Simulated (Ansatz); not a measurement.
```xyz
5
Lattice="4.8874 0.0000 0.0000 0.0000 4.8874 0.0000 0.0000 0.0000 4.8874" Properties=species:S:1:pos:R:3 pbc="T T T"
Mg    0.0000    2.4437    2.4437
Mg    2.4437    0.0000    2.4437
Mg    2.4437    2.4437    0.0000
Si    2.4437    2.4437    2.4437
N     0.0000    0.0000    0.0000
```

Space group Pm-3m; a structure generated by program, which may or may not match a known phase; spin-polarised.

These are results of Ansatz 0.2.0, DFT PBE, scalar-relativistic, plane waves, PAW, not measurements.

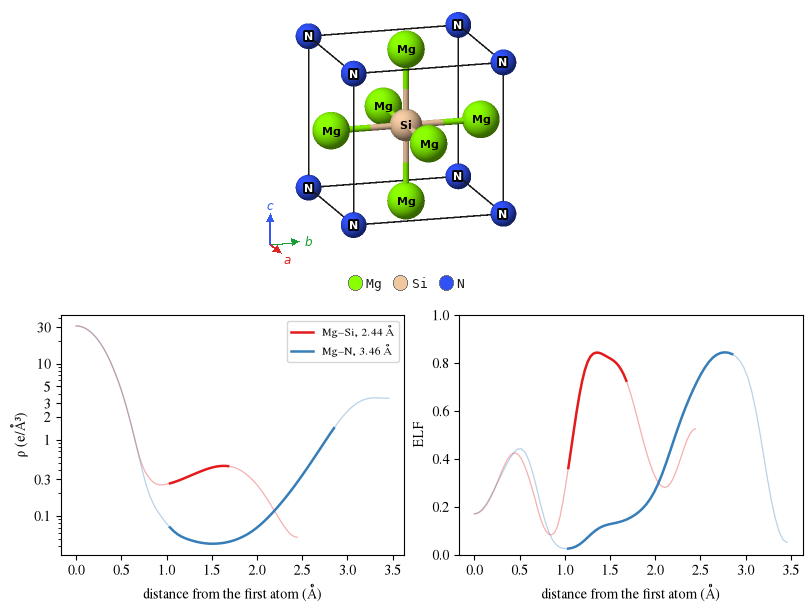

Mg3SiN. Valence pseudo-density and ELF along straight lines between neighbouring atoms. Thin, pale parts lie inside the atomic spheres. The structure is drawn too.

In a PAW calculation such maps are meaningful between the atoms, not at the nuclei.

> Compare the contacts.

Mg–Si (2.44 Å): ρ at the midpoint is about 0.32 e/Å³; the ELF peaks at about 0.85 in the valence shell of Si, 1.1 Å from its nucleus, and is about 0.75 at the midpoint.
Mg–N (3.46 Å): the density is about 0.05 e/Å³ at the midpoint; the ELF is about 0.15 at the midpoint; no localised pair shows between them.
